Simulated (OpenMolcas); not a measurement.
# One shape, several levels: C2H4O2Si (SMILES C=C1O[SiH2]O1)

Wanted: a comparison of 6 runs (HF/STO-3G, HF/3-21G, HF/cc-pVDZ, M06-2X/cc-pVDZ, SVWN5/cc-pVDZ, MP2/cc-pVDZ) of C2H4O2Si. 

The results are computed with OpenMolcas 26.06.

1 further run of the same task is left out (set aside as unsound or not needed).

## 1. The structure to begin with

C2H4O2Si: 9 atoms, total charge 0, spin state singlet. SMILES: `C=C1O[SiH2]O1`. The coordinates come from a PBE0-D4/def2-TZVP relaxation.

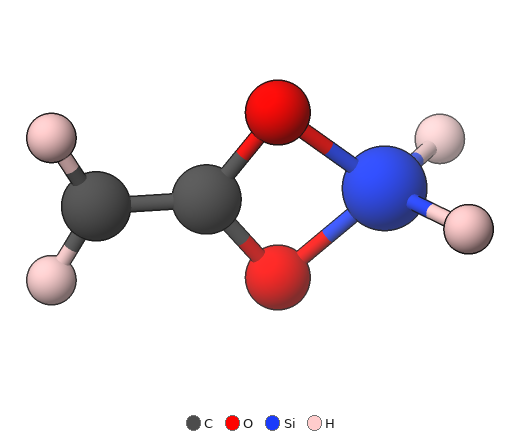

The structure, seen from a chosen angle (carbon dark grey, oxygen red, silicon blue, hydrogen pink).

## 2. Energy and gradient at HF/STO-3G (run 1)

The input, geom.xyz:

```xyz
9

C      0.527300     1.358500    -1.129600
C      0.157300     0.383100    -0.322900
O     -0.585200     0.473600     0.838200
Si    -0.440000    -1.190500     0.978300
O      0.421700    -0.967300    -0.442100
H      0.243100     2.374800    -0.904500
H      1.111300     1.132600    -2.008400
H     -1.701100    -1.949600     0.840800
H      0.354100    -1.661500     2.132900
```

The input, calc.inp:

```
&GATEWAY
 BasLib
 $CurrDir
 Coord
 geom.xyz
 Basis
 STO-3G
 Group
 NoSym

&SEWARD

&SCF
 Thresholds
 1e-10 1e-07 1e-07 1e-05
 PrOrbitals
 1 1

&ALASKA
```

The basis set STO-3G is read from a file made from the Basis Set Exchange's data (not shown).

Run with:

```
$ export MOLCAS_MEM=1860
$ pymolcas calc.inp > calc.log
```

Output:

```text
--- Start Module: gateway ---
[...]
--- Stop Module: gateway /rc=_RC_ALL_IS_WELL_ ---
[...]
      Basis functions           33
[...]
--- Start Module: scf ---
[...]
       Convergence after  12 Iterations
[...]
::    Total SCF energy                               -510.4155487856
[...]
      Total spin, S                                     0.0000000000
[...]
      Total electronic charge=   46.000000
      Total            charge=   -0.000000
[...]
      Dipole Moment (debye):
      Origin of the operator (angstrom)=   -0.0762   -0.2319    0.1856
                   X= -7.7599E-01               Y= -2.0441E+00               Z=  1.6902E+00           Total=  2.7635E+00
      Quadrupole Moment (debye*angstrom):
[...]
 *              Molecular gradients               *
 **************************************************
  Irreducible representation: a
 ------------------------------------------------------------------------------------------
                              X                       Y                       Z
 ------------------------------------------------------------------------------------------
  C1                2.66450043438660E-03    7.07674286181792E-03   -5.82577487438840E-03
  C2               -1.69864085606891E-02   -4.47636364769852E-02    3.70416300472054E-02
  O3                1.27107720311432E-02   -1.40504410691253E-02   -1.70905947816742E-02
  SI4               2.16596480170086E-02    5.70575907949920E-02   -4.71933430238707E-02
  O5               -1.06844454831290E-02    1.93967387069787E-02    1.26604323535560E-02
  H6               -2.68265159848391E-03    1.92735608766270E-03    3.83221640841847E-03
  H7                1.75894380220676E-03   -4.40228775824053E-03   -1.81686164930506E-03
  H8               -2.46037655849962E-02   -1.39779693731246E-02   -3.61960856456101E-03
[...]
```

It took 4.2 s on 1 thread of AMD EPYC 7R43 (Zen 3), shared host; peak memory 0.36 GiB.

## 3. Energy and gradient at HF/3-21G (run 2)

The input, run.input:

```
* C2H4O2Si Hartree-Fock
&GATEWAY
BasLib
$CurrDir
BasisSet
C.3-21G....
C1 0.527300 1.358500 -1.129600 angstrom
C2 0.157300 0.383100 -0.322900 angstrom
End of Basis
BasisSet
O.3-21G....
O3 -0.585200 0.473600 0.838200 angstrom
O5 0.421700 -0.967300 -0.442100 angstrom
End of Basis
BasisSet
Si.3-21G....
Si4 -0.440000 -1.190500 0.978300 angstrom
End of Basis
BasisSet
H.3-21G....
H6 0.243100 2.374800 -0.904500 angstrom
H7 1.111300 1.132600 -2.008400 angstrom
H8 -1.701100 -1.949600 0.840800 angstrom
H9 0.354100 -1.661500 2.132900 angstrom
End of Basis
&SEWARD
&SCF
Thresholds
1e-10 1e-07 1e-07 1e-05
PrOrbitals
1 1
&ALASKA
```

The basis set 3-21G is read from a file made from the Basis Set Exchange's data (not shown).

Run with:

```
$ export MOLCAS_MEM=1860
$ pymolcas run.input > run.log
```

Output:

```text
--- Start Module: gateway ---
[...]
--- Stop Module: gateway /rc=_RC_ALL_IS_WELL_ ---
[...]
      Basis functions           57
[...]
--- Start Module: scf ---
[...]
       Convergence after  13 Iterations
[...]
::    Total SCF energy                               -513.9249503500
[...]
      Total spin, S                                     0.0000000000
[...]
      Total electronic charge=   46.000000
      Total            charge=   -0.000000
[...]
      Dipole Moment (debye):
      Origin of the operator (angstrom)=   -0.0762   -0.2319    0.1856
                   X= -6.4386E-01               Y= -1.6953E+00               Z=  1.4017E+00           Total=  2.2920E+00
      Quadrupole Moment (debye*angstrom):
[...]
 *              Molecular gradients               *
 **************************************************
  Irreducible representation: a
 ------------------------------------------------------------------------------------------
                              X                       Y                       Z
 ------------------------------------------------------------------------------------------
  C1                4.15999304224179E-03    1.10121910481986E-02   -9.08748313021057E-03
  C2               -2.71673430623193E-02   -7.16016690642172E-02    5.92291045187452E-02
  O3                8.55893776747774E-03   -1.64903929076257E-02   -9.94067631501316E-03
  O5               -1.06551041353047E-02    1.09789489157741E-02    1.44930762757127E-02
  SI4               2.47117611405470E-02    6.51037224351469E-02   -5.38451515277210E-02
  H6               -2.52024647048288E-03    7.86746872606114E-03    2.24740699826631E-03
  H7                4.62855717968047E-03   -2.33979606165047E-03   -6.84325346079317E-03
  H8               -2.75190214741183E-03   -2.53027376357640E-03    6.82426542227804E-04
[...]
```

It took 5.4 s on 1 thread of AMD EPYC 7R43 (Zen 3), shared host; peak memory 0.39 GiB.

Runs 3 to 5 aren't shown in full; the table further down has their settings and results.

## 4. A single-point energy at MP2/cc-pVDZ (run 6)

The input, calc.inp:

```
&GATEWAY
BasLib=$CurrDir
Coord
9
angstrom
C        0.527300       1.358500      -1.129600
C        0.157300       0.383100      -0.322900
O       -0.585200       0.473600       0.838200
Si      -0.440000      -1.190500       0.978300
O        0.421700      -0.967300      -0.442100
H        0.243100       2.374800      -0.904500
H        1.111300       1.132600      -2.008400
H       -1.701100      -1.949600       0.840800
H        0.354100      -1.661500       2.132900
Basis=cc-pVDZ
Group=NoSym
&SEWARD
&SCF
Thresholds=1e-10 1e-07 1e-07 1e-05
PrOrbitals=1 1
&MBPT2
Frozen=9
```

The basis set cc-pVDZ is read from a file made from the Basis Set Exchange's data (not shown).

Run with:

```
$ export MOLCAS_MEM=1860
$ pymolcas calc.inp > calc.log
```

Output:

```text
--- Start Module: gateway ---
[...]
--- Stop Module: gateway /rc=_RC_ALL_IS_WELL_ ---
[...]
      Basis functions           94
[...]
--- Start Module: scf ---
[...]
       Convergence after  14 Iterations
[...]
::    Total SCF energy                               -516.7445105385
[...]
      Total spin, S                                     0.0000000000
[...]
      Total electronic charge=   46.000000
      Total            charge=   -0.000000
[...]
      Dipole Moment (debye):
      Origin of the operator (angstrom)=   -0.0762   -0.2319    0.1856
                   X= -6.1743E-01               Y= -1.6260E+00               Z=  1.3444E+00           Total=  2.1983E+00
      Quadrupole Moment (debye*angstrom):
[...]
--- Stop Module: scf /rc=_RC_ALL_IS_WELL_ ---
[...]
--- Start Module: mbpt2 ---
[...]
WARNING!
Default frozen orbitals as non valence orbitals is overwritten by user input.
Default values:   6
[...]
       Reference weight ( Cref**2 )         =        0.81661
::    Total MBPT2 energy                             -517.4586966531
[...]
      Total MBPT2 calculations                           0.44      0.49
--- Stop Module: mbpt2 /rc=_RC_ALL_IS_WELL_ ---
[...]
```

Run time: 11 s. Hardware: 1 thread of AMD EPYC 7R43 (Zen 3), shared host; peak memory 0.52 GiB.

## 5. All runs side by side

```csv
run,level,integration grid,task,energy (Eh),dipole moment (D) of the reference,HOMO energy (eV),LUMO energy (eV),wall time
1,HF/STO-3G,–,gradient,-510.415549,2.76,-6.61,9.78,4.2 s
2,HF/3-21G,–,gradient,-513.924950,2.29,-9.20,3.06,5.4 s
3,HF/cc-pVDZ,–,gradient,-516.744511,2.20,-9.23,2.83,14 s
4,M06-2X/cc-pVDZ,UltraFine,gradient,-518.467976,2.04,-7.69,0.33,77 s
5,SVWN5/cc-pVDZ,UltraFine,gradient,-515.623748,2.00,-5.37,-1.75,38 s
6,MP2/cc-pVDZ,–,energy,-517.458697,2.20,-9.23,2.83,11 s
```

## 6. Results

| quantity | value |
| --- | --- |
| run 6: total energy | -517.45870 Eh |
| run 6: dipole moment (mean-field density) | 2.20 D |
| run 6: HOMO energy (Hartree–Fock orbitals) | -9.23 eV |
| run 6: LUMO energy (Hartree–Fock orbitals) | 2.83 eV |
| run 6: HOMO–LUMO gap (Hartree–Fock orbitals) | 12.06 eV |
| run 6: correlation energy (9 core orbitals frozen) | -714.2 mEh |

**Reading.** Over runs 1, 2, 3, 4, 5 the dipole moment (its size) runs from 2.00 D (SVWN5/cc-pVDZ) to 2.76 D (HF/STO-3G). The two ends differ in method and basis. Over runs 1, 2, 3, 4, 5 the HOMO–LUMO gap runs from 3.62 eV (SVWN5/cc-pVDZ) to 16.39 eV (HF/STO-3G). Totals of different functionals can't be ranked against each other. In run 1 the basis is minimal, so the values are rough. All runs together took 2.5 min, the longest 77 s.
